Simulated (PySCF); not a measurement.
# Chlorine: the same states on changed settings

Aim: see what changed settings do to total energies and their difference. The change: 14 angular points, unsound on purpose. A sound run of the same states serves as the yardstick.

Program: PySCF 2.14.0. Level of theory: unrestricted determinants in a Gaussian basis, no spin-orbit coupling in the energies. These are calculated values, not measurements, unless marked.

## Step 1: The atom as given

| Property | Result |
| --- | --- |
| Element | chlorine (Z = 17) |
| Basis | def2-SVP |
| Hamiltonian | no relativity, point nucleus |
| State 1 | Cl²⁺: [Ne] 3s2 3p3, high-spin 4S determinant |
| State 2 | Cl³⁺: [Ne] 3s2 3p2, high-spin 3P determinant |
| Methods | M06-L, B3LYP |

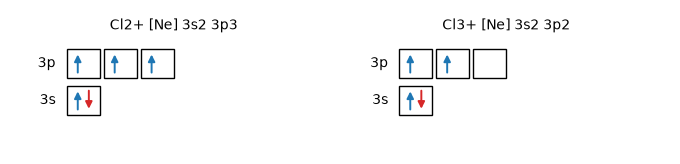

Outer shells as boxes.

The sound run (def2-SVP, the non-relativistic Hamiltonian (point nucleus), symmetry-adapted start, fine grid, valence correlation) gave:

```
species             method  energy (hartree)
   Cl²⁺                UHF        -458.05079
   Cl²⁺              M06-L        -458.62735
   Cl²⁺              B3LYP        -458.64430
   Cl²⁺      MP2 (valence)        -458.12338
   Cl²⁺  CCSD(T) (valence)        -458.14333
   Cl³⁺                UHF        -456.62025
   Cl³⁺              M06-L        -457.16667
   Cl³⁺              B3LYP        -457.19158
   Cl³⁺      MP2 (valence)        -456.67711
   Cl³⁺  CCSD(T) (valence)        -456.70034
```

One driver process ran all states and methods and kept the integrals in memory. Each run is shown as a PySCF script that sums up its settings (the driver passes frozen orbitals as a list and adds second-order terms of double hybrids); the logs are those of the runs themselves. The driver starts from symmetry-adapted Hartree-Fock orbitals, holds the occupation by maximum overlap and uses a logarithmic radial grid for functionals, so a plain start would take other cycles.

It was started by

```console
> OMP_NUM_THREADS=1 python atomrun2.py TASK.json OUT
```

The grid is set inside the driver, so the scripts do not show it: 14 angular points.

## Step 2: Changed run, Cl²⁺, method by method

M06-L:

The input, input.py:

```python
from pyscf import gto, scf, dft, mp, cc
import basis_set_exchange as bse
mol = gto.M(atom="Cl 0 0 0", charge=2, spin=3, symmetry="D2h",
            basis=gto.basis.parse(bse.get_basis("def2-SVP", elements=["Cl"], fmt="nwchem", header=False)))
mf = dft.UKS(mol, xc="M06L")
mf.irrep_nelec = {'Ag': (3, 3), 'B1u': (2, 1), 'B2u': (2, 1), 'B3u': (2, 1)}
mf.kernel()
```

What it wrote:

```text
damping factor = 0
level_shift factor = 0
DIIS = <class 'pyscf.scf.diis.CDIIS'>
diis_start_cycle = 1
diis_space = 10
diis_damp = 0
SCF conv_tol = 1e-09
SCF conv_tol_grad = None
number electrons alpha = 9  beta = 6
XC functionals = M06L
    Y. Zhao and D. G. Truhlar.,  J. Chem. Phys. 125, 194101 (2006)
    Y. Zhao and D. G. Truhlar.,  J. Chem. Phys. 125, 194101 (2006)
    Y. Zhao and D. G. Truhlar.,  Theor. Chem. Acc. 120, 215 (2008)
cycle= 1 E= -458.627340461056  delta_E= -0.00122  |g|= 0.0042  |ddm|= 0.0553
cycle= 2 E= -458.627346715387  delta_E= -6.25e-06  |g|= 0.000511  |ddm|= 0.00864
cycle= 3 E= -458.627346856025  delta_E= -1.41e-07  |g|= 0.000126  |ddm|= 0.00107
cycle= 4 E= -458.627346861209  delta_E= -5.18e-09  |g|= 4.99e-06  |ddm|= 0.000207
cycle= 5 E= -458.627346861229  delta_E= -2.01e-11  |g|= 3.77e-09  |ddm|= 1.84e-05
converged SCF energy = -458.627346861229  <S^2> = 3.7511169  2S+1 = 4.0005584
```

Time after the integrals: 0.03 s (1 thread of Neoverse-V2, shared host).

The occupied shells:

```
shell  electrons  mean orbital energy (eV)  spread (eV)  rms radius (bohr)
 1s α          1                   -2782.5            0              0.106
 1s β          1                   -2781.7            0              0.106
 2s α          1                   -285.38            0              0.483
 2s β          1                   -284.97            0              0.483
 2p α          3                   -223.27            0              0.453
 2p β          3                   -222.41            0              0.453
 3s α          1                   -47.679            0               1.56
 3s β          1                   -42.426            0               1.56
 3p α          3                   -33.690            0               1.76
```

⟨S²⟩ = 3.751, ⟨L²⟩ = 0.00.

B3LYP:

input.py differs from the last one in:

```diff
@@ -4,3 +4,3 @@
             basis=gto.basis.parse(bse.get_basis("def2-SVP", elements=["Cl"], fmt="nwchem", header=False)))
-mf = dft.UKS(mol, xc="M06L")
+mf = dft.UKS(mol, xc="B3LYP")
 mf.irrep_nelec = {'Ag': (3, 3), 'B1u': (2, 1), 'B2u': (2, 1), 'B3u': (2, 1)}
```

What it wrote:

```text
damping factor = 0
level_shift factor = 0
DIIS = <class 'pyscf.scf.diis.CDIIS'>
diis_start_cycle = 1
diis_space = 10
diis_damp = 0
SCF conv_tol = 1e-09
SCF conv_tol_grad = None
number electrons alpha = 9  beta = 6
XC functionals = B3LYP
    P. J. Stephens, F. J. Devlin, C. F. Chabalowski, and M. J. Frisch.,  J. Phys. Chem. 98, 11623 (1994)
cycle= 1 E= -458.644289801475  delta_E= -0.002  |g|= 0.00502  |ddm|= 0.0682
cycle= 2 E= -458.644298082703  delta_E= -8.28e-06  |g|= 0.000738  |ddm|= 0.00839
cycle= 3 E= -458.644298353154  delta_E= -2.7e-07  |g|= 0.00017  |ddm|= 0.00173
cycle= 4 E= -458.644298363074  delta_E= -9.92e-09  |g|= 3.95e-07  |ddm|= 0.00026
cycle= 5 E= -458.644298363074  delta_E= 5.68e-14  |g|= 2.66e-08  |ddm|= 1.3e-06
converged SCF energy = -458.644298363074  <S^2> = 3.750479  2S+1 = 4.0002395
```

It took 0.02 s on 1 thread of Neoverse-V2, shared host, the integrals not counted.

## Step 3: Changed run, Cl³⁺, method by method

M06-L:

The input, input.py:

```python
from pyscf import gto, scf, dft, mp, cc
import basis_set_exchange as bse
mol = gto.M(atom="Cl 0 0 0", charge=3, spin=2, symmetry="D2h",
            basis=gto.basis.parse(bse.get_basis("def2-SVP", elements=["Cl"], fmt="nwchem", header=False)))
mf = dft.UKS(mol, xc="M06L")
mf.irrep_nelec = {'Ag': (3, 3), 'B1u': (2, 1), 'B2u': (2, 1), 'B3u': (1, 1)}
mf.kernel()
```

What it wrote:

```text
damping factor = 0
level_shift factor = 0
DIIS = <class 'pyscf.scf.diis.CDIIS'>
diis_start_cycle = 1
diis_space = 10
diis_damp = 0
SCF conv_tol = 1e-09
SCF conv_tol_grad = None
number electrons alpha = 8  beta = 6
XC functionals = M06L
    Y. Zhao and D. G. Truhlar.,  J. Chem. Phys. 125, 194101 (2006)
    Y. Zhao and D. G. Truhlar.,  J. Chem. Phys. 125, 194101 (2006)
    Y. Zhao and D. G. Truhlar.,  Theor. Chem. Acc. 120, 215 (2008)
cycle= 1 E= -457.166758478725  delta_E= -0.00341  |g|= 0.00918  |ddm|= 0.104
cycle= 2 E= -457.166816918431  delta_E= -5.84e-05  |g|= 0.00188  |ddm|= 0.0111
cycle= 3 E= -457.166819680543  delta_E= -2.76e-06  |g|= 0.000193  |ddm|= 0.00275
cycle= 4 E= -457.166819697695  delta_E= -1.72e-08  |g|= 7.61e-06  |ddm|= 0.000204
cycle= 5 E= -457.166819697737  delta_E= -4.22e-11  |g|= 4.9e-07  |ddm|= 1.63e-05
converged SCF energy = -457.166819697737  <S^2> = 2.0032499  2S+1 = 3.0021658
```

It took 0.03 s on 1 thread of Neoverse-V2, shared host, the integrals not counted.

Orbital energies by shell (radii are means over both spins):

```
shell  electrons  mean orbital energy (eV)  spread (eV)  rms radius (bohr)
 1s α          1                   -2800.5            0              0.106
 1s β          1                   -2799.9            0              0.106
 2s α          1                   -302.40            0              0.482
 2s β          1                   -302.09            0              0.482
 2p α          3                   -240.32        0.425              0.452
 2p β          3                   -239.68        0.946              0.452
 3s α          1                   -60.659            0               1.50
 3s β          1                   -56.854            0               1.50
 3p α          2                   -46.416            0               1.66
```

⟨S²⟩ = 2.003, ⟨L²⟩ = 2.01.

B3LYP:

input.py differs from the last one in:

```diff
@@ -4,3 +4,3 @@
             basis=gto.basis.parse(bse.get_basis("def2-SVP", elements=["Cl"], fmt="nwchem", header=False)))
-mf = dft.UKS(mol, xc="M06L")
+mf = dft.UKS(mol, xc="B3LYP")
 mf.irrep_nelec = {'Ag': (3, 3), 'B1u': (2, 1), 'B2u': (2, 1), 'B3u': (1, 1)}
```

What it wrote:

```text
damping factor = 0
level_shift factor = 0
DIIS = <class 'pyscf.scf.diis.CDIIS'>
diis_start_cycle = 1
diis_space = 10
diis_damp = 0
SCF conv_tol = 1e-09
SCF conv_tol_grad = None
number electrons alpha = 8  beta = 6
XC functionals = B3LYP
    P. J. Stephens, F. J. Devlin, C. F. Chabalowski, and M. J. Frisch.,  J. Phys. Chem. 98, 11623 (1994)
cycle= 1 E= -457.191908075358  delta_E= -0.00352  |g|= 0.00961  |ddm|= 0.0832
cycle= 2 E= -457.191961532786  delta_E= -5.35e-05  |g|= 0.00149  |ddm|= 0.0093
cycle= 3 E= -457.191963128671  delta_E= -1.6e-06  |g|= 0.000152  |ddm|= 0.0018
cycle= 4 E= -457.191963141222  delta_E= -1.26e-08  |g|= 6.97e-06  |ddm|= 0.000177
cycle= 5 E= -457.191963141237  delta_E= -1.51e-11  |g|= 1.28e-07  |ddm|= 1.17e-05
converged SCF energy = -457.191963141237  <S^2> = 2.00259  2S+1 = 3.0017261
```

Time after the integrals: 0.02 s (1 thread of Neoverse-V2, shared host).

## Step 4: Against the sound run

```
species  method  converged  energy less sound run (eV)
   Cl²⁺   M06-L        yes                     -0.0000
   Cl²⁺   B3LYP        yes                     +0.0000
   Cl³⁺   M06-L        yes                     -0.0040
   Cl³⁺   B3LYP        yes                     -0.0105
```

Ionisation energy of Cl²⁺:

```
method  sound run (eV)  changed run (eV)  shift (eV)
   UHF          38.927            38.927      +0.000
 M06-L          39.747            39.743      -0.004
 B3LYP          39.531            39.520      -0.010
```

## Step 5: What came out

```
                                 quantity              value
                                   change  14 angular points
                           runs converged             4 of 4
largest shift of a converged total energy          0.0105 eV
   largest shift of the ionisation energy  -0.010 eV (B3LYP)
```

In words: The ionisation energy moves by up to 0.01 eV, at B3LYP. A coarse angular grid integrates products of high-l functions wrongly, so density functionals can shift, and the SCF can exploit the error; Hartree-Fock and MP2 need no grid. The setting is unsound on purpose, so these numbers are no properties of the atom.
